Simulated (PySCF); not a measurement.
```xyz
15

C    -1.4272    0.7327    0.8920
S    -1.5711   -0.6328   -0.1696
O    -0.7828   -1.7209    0.3278
O    -2.9318   -0.8649   -0.5204
O    -0.8570   -0.0539   -1.5234
C     0.5186    0.0714   -1.3604
O     0.8222    0.7573   -0.1776
C     1.6536    0.0539    0.7333
H    -1.8503    1.6583    0.5690
H    -1.0332    0.5940    1.8744
H     0.9821   -0.9255   -1.3567
H     0.8755    0.6561   -2.2200
H     2.6407   -0.1156    0.2930
H     1.7532    0.6996    1.6031
H     1.2031   -0.9018    1.0135
```

Geometry: GFN2-xTB.

Computed with UKS B3LYP, pcH-1 on C H O S, non-relativistic, mean-field spin-orbit, GIAO in PySCF 2.14.0, density-fitted response routines.

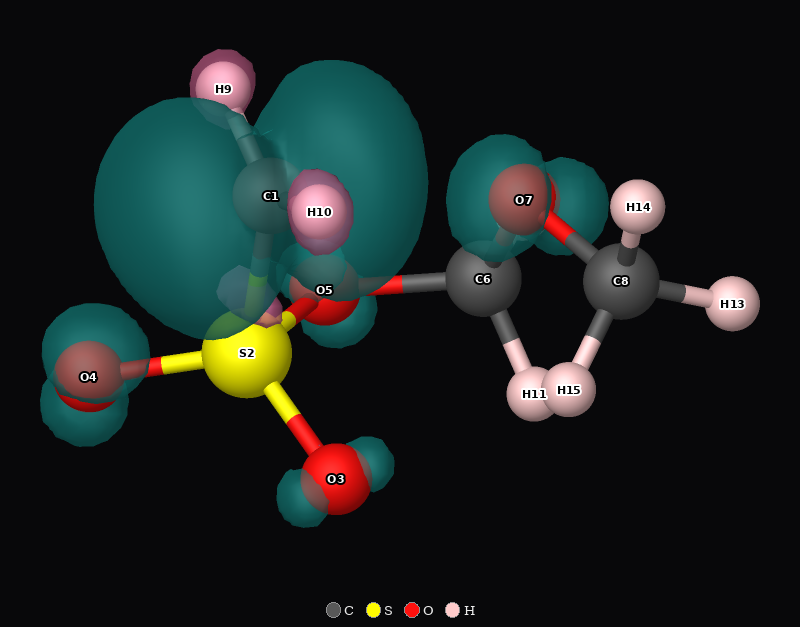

C3H7O4S (doublet). Isosurfaces of the spin density (α minus β) at +0.02 (teal) and −0.02 e/Å³ (pink), seen from one side.

Q: Describe the spin distribution.

A: The unpaired spin (1 electron) lies mostly on C1 (about 0.7), in electrons by Hirshfeld's partition.
